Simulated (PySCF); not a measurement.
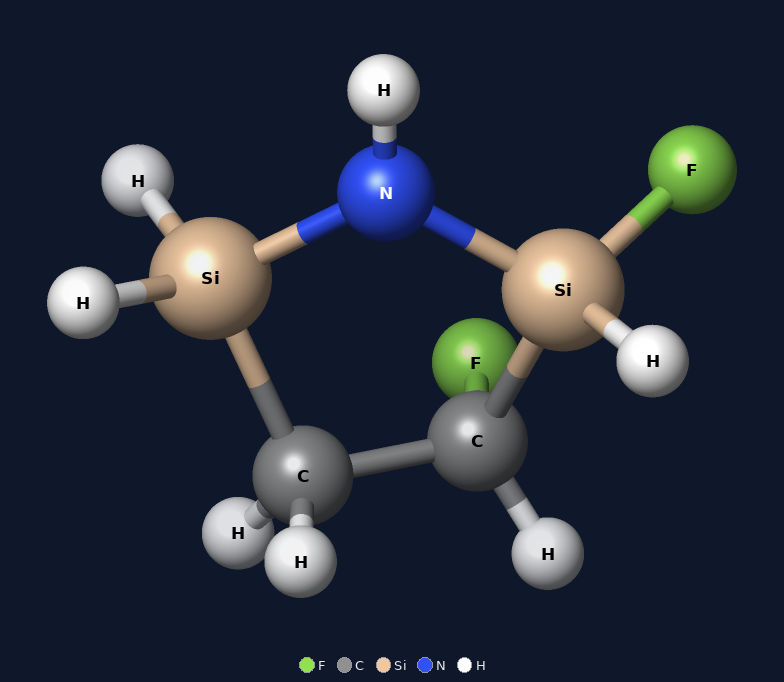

The geometry was computed by an optimisation with PBE0-D3(BJ)/def2-SVP. No frequency run is at hand to confirm it as a minimum. Program: PySCF 2.14.0.

Compare HOMO energy (eV), dipole (D) at these levels: BHandHLYP/aug-pcX-1 (pcseg-1 on H) (def2-SVPD on Si); CAM-B3LYP/def2-SVPD; CAM-B3LYP/def2-SVPD in benzene (IEF-PCM); CAM-B3LYP/def2-SVPD in chloroform (IEF-PCM); PBE0/pcSseg-1 in benzene (IEF-PCM); PBE0/pcSseg-1 in chloroform (IEF-PCM).

```tsv
level	HOMO energy (eV)	dipole (D)
BHandHLYP/aug-pcX-1 (pcseg-1 on H) (def2-SVPD on Si)	−9.09	3.13
CAM-B3LYP/def2-SVPD	−9.22	3.12
CAM-B3LYP/def2-SVPD in benzene (IEF-PCM)	−9.10	3.50
CAM-B3LYP/def2-SVPD in chloroform (IEF-PCM)	−9.04	3.76
PBE0/pcSseg-1 in benzene (IEF-PCM)	−7.70	3.31
PBE0/pcSseg-1 in chloroform (IEF-PCM)	−7.66	3.52
```
